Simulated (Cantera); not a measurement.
Input: 1 mol NH3, 0.19 mol SO2, equilibrated at 1.00 mbar.

Equilibrium computed with Cantera from the NASA thermochemical tables; the gas is ideal and each condensed phase is pure. Candidate condensed phases: H2O, H2SO4, S; 35 gas species. Equilibrium is a limit: real reactors are often held back by kinetics, nucleation or transport.

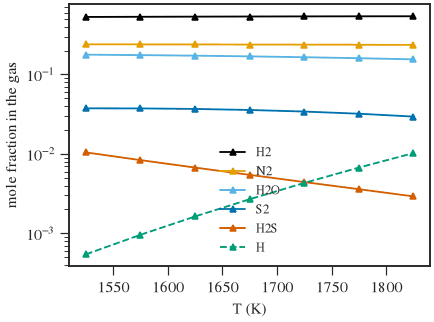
Fig. 1. Equilibrium gas composition (values under 1e-9 drawn at 1e-9)

Problem. Read off the mole fractions at 1525 K.

Solution. H2 about 0.53, N2 about 0.24, H2O about 0.18, S2 about 0.037, H2S about 0.010, H about 0.00054.
